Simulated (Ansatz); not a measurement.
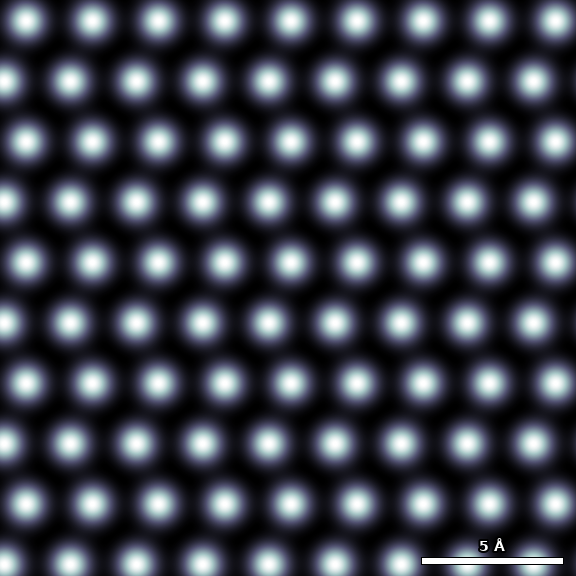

iDPC-like image of Os (P6_3/mmc, No. 194) along [100]. Simulated as the projected potential of neutral atoms (B = 0.8 Å²) blurred by a 0.94 Å probe, the thin-sample limit of integrated differential phase contrast. Atomic positions: the geometry relaxed at fixed volume with DFT r2SCAN, scalar-relativistic, plane waves, PAW in Ansatz 0.2.0.

> Interpret the image.

The columns repeat on a rectangular net of 2.37 × 4.32 Å (plane group p2mg). All columns are alike (Os). The shortest distance between visible columns is 2.30 Å in projection. Along the beam the structure repeats every 2.74 Å.
